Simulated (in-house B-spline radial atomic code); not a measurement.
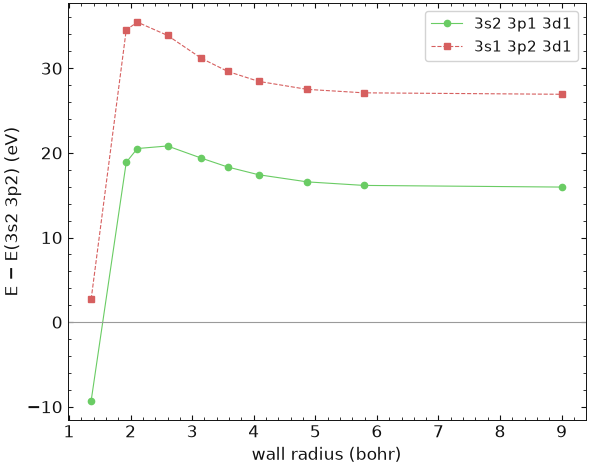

System: the S²⁺ ion, configuration [Ne] 3s2 3p2 (open shells shared over both j by 2j + 1). It is put inside a hard spherical wall of varying radius. Theory: Dirac-Hartree-Fock, average of configuration, Fermi nucleus, hard spherical wall, basis-set limit (computed with an in-house B-spline radial code). The plot shows the energy of other fillings against the starting one at the same radius.

Which of the fillings is lower at each radius?

Against 3s2 3p2: 3s2 3p1 3d1 lies 16.0 eV above it at 9.01 bohr and crosses it between 1.93 and 1.36 bohr, ending at −9.29 eV at 1.36 bohr; 3s1 3p2 3d1 lies 26.9 eV above it at 9.01 bohr and never crosses it, ending at 2.71 eV at 1.36 bohr. At the tightest wall the lowest of the fillings run is 3s2 3p1 3d1; others weren't tried.
